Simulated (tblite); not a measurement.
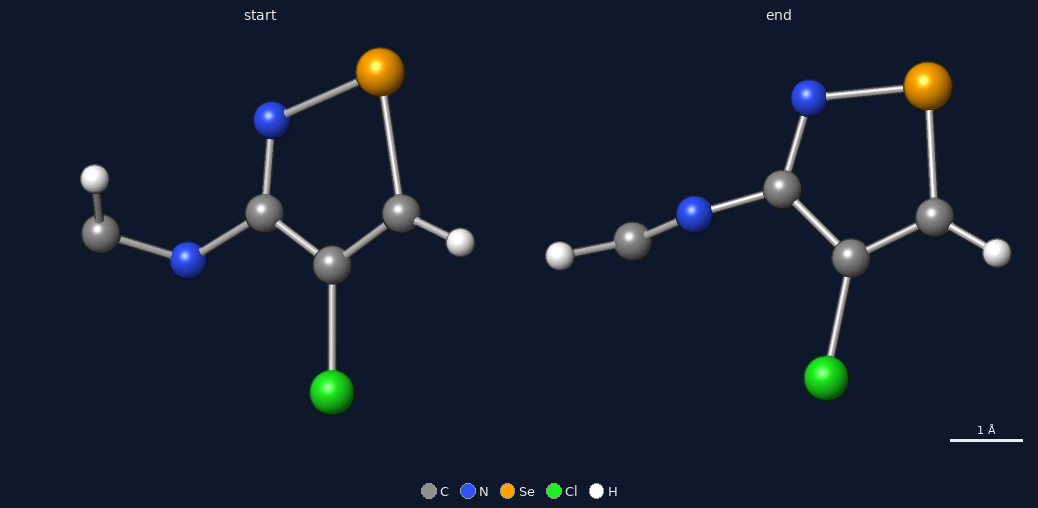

The structure of C4H2ClN2Se (multiplicity 2) before (left) and after (right) a relaxation, at one scale.

The picture is a ball-and-stick view, seen at a tilt.

The calculation used tblite 0.8.0, GFN2-xTB geometry optimisation, gas phase. 

### Summarise the run.

The energy falls by 178.1 kJ/mol in 59 geometry steps. The atom that moves furthest after the best rigid fit is an H atom (1.53 Å). By element the largest moves are H 1.53 Å, N 0.99 Å, Se 0.47 Å, C 0.46 Å, Cl 0.43 Å. Near-neighbour distances that change, for instance: N–Se 1.957 → 1.774 Å, C–Se 2.017 → 1.856 Å, C–N 1.455 → 1.314 Å, C–N 1.309 → 1.207 Å. Bond angles that change, for instance: C–N–C 116.7° → 154.6°, N–C–H 115.1° → 125.8°, N–Se–C 80.7° → 90.2°. Groups turn about C–N by about 180°, C–N by about 145°. The run took 1.5 s on 1 thread of AMD EPYC, on a shared host.
